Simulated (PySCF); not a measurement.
```xyz
17

Si    3.4598    0.0586   -0.5830
O     1.9878   -0.4998   -0.1909
Si    0.6547   -0.3867    0.6941
O    -0.3059   -1.5879    0.1617
B    -1.5469   -1.7770   -0.2586
Si   -2.8013   -0.2301   -0.2644
Si   -1.5450    1.6695    0.1649
O    -0.0383    1.0429    0.4642
H     3.3646    1.4751   -0.9295
H     4.3174   -0.1375    0.5861
H     3.8374   -0.7827   -1.7156
H     0.8898   -0.6247    2.1032
H    -1.8019   -2.8732   -0.6258
H    -3.5517   -0.0718   -1.5290
H    -3.8820   -0.3379    0.7415
H    -1.8023    2.4397    1.3904
H    -1.2433    2.6356   -0.8997
```

Geometry: GFN2-xTB.

Theory: PBE0/pcSseg-1, SCF density, gas phase, non-relativistic in PySCF.

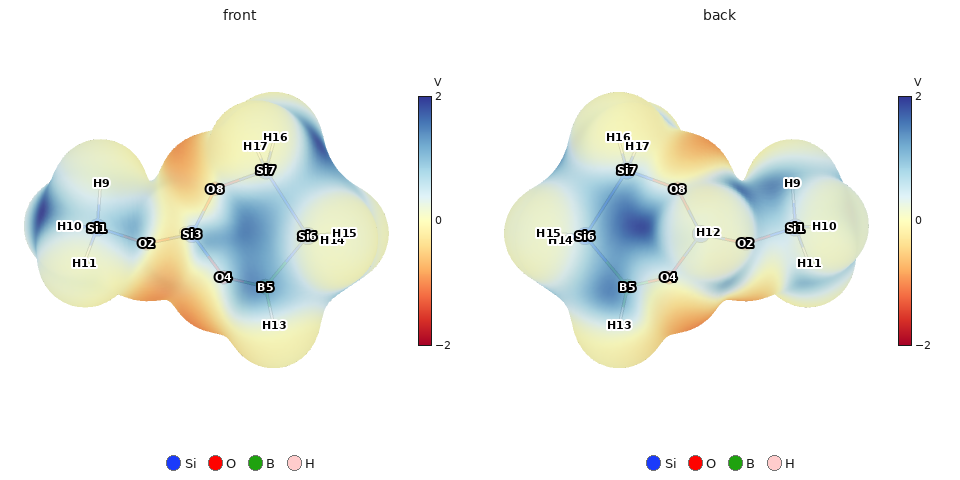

BH₉O₃Si₄. The electrostatic potential painted on the density surface at 0.002 e/bohr³, seen from the front and from behind; red is negative and blue positive.

> Which sites attract a positive test charge, and which a negative one?

A positive charge is drawn to the negative regions and a negative charge to the positive ones. The most negative region (about −0.9 V) lies over O2, O4 and O8, the most positive (about +1.8 V) over Si1, Si3, Si6 and Si7.
